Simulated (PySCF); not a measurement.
CCl3F, SMILES `FC(Cl)(Cl)Cl`.

Level of theory: PBE0/def2-TZVP (PySCF), at a geometry from GFN2-xTB. No frequency check shows the geometry to be a minimum. GFN2-xTB bond lengths at metals and heavier atoms can be off by up to 0.1 Å and shapes distorted, which carries into these values.

Cartesian coordinates (Å):

```
F1      -0.0014   -0.0002   -1.5904
C2      -0.0002   -0.0000   -0.2531
Cl3     -0.3907    1.6327    0.3105
Cl4      1.6098   -0.4777    0.3099
Cl5     -1.2183   -1.1549    0.3109
```

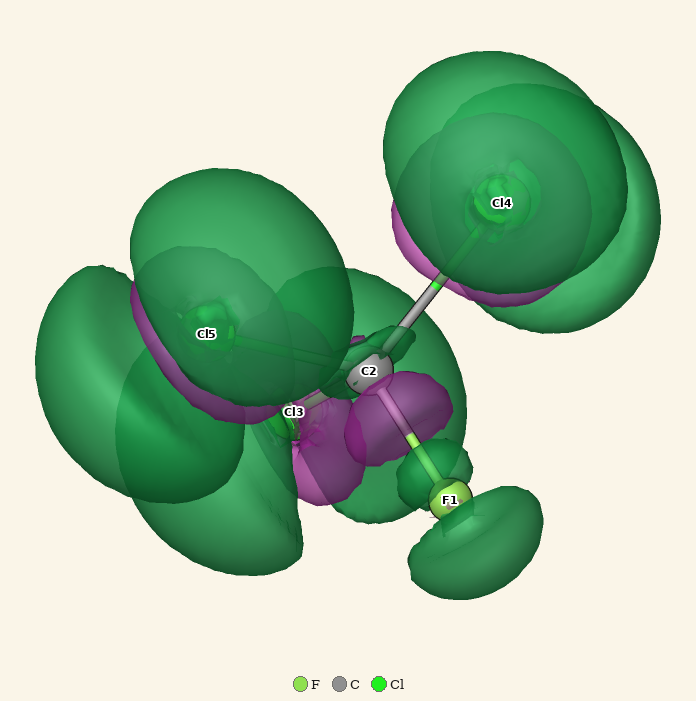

Fukui function f⁻ = ρ(N) − ρ(N−1) at fixed geometry, surfaces at ±0.015 e/Å³ (green positive, purple negative).

### On which atoms does the density change most on removal of an electron?

f⁻ (Hirshfeld-condensed) is largest on Cl3, Cl4 and Cl5 (0.31 each); the vertical ionisation energy is 11.35 eV (the stability of the cation's solution wasn't checked). Condensed values hint at sites of electrophilic attack but needn't mark the atom that reacts. Orbital relaxation makes it negative in places (0.12 e in all).
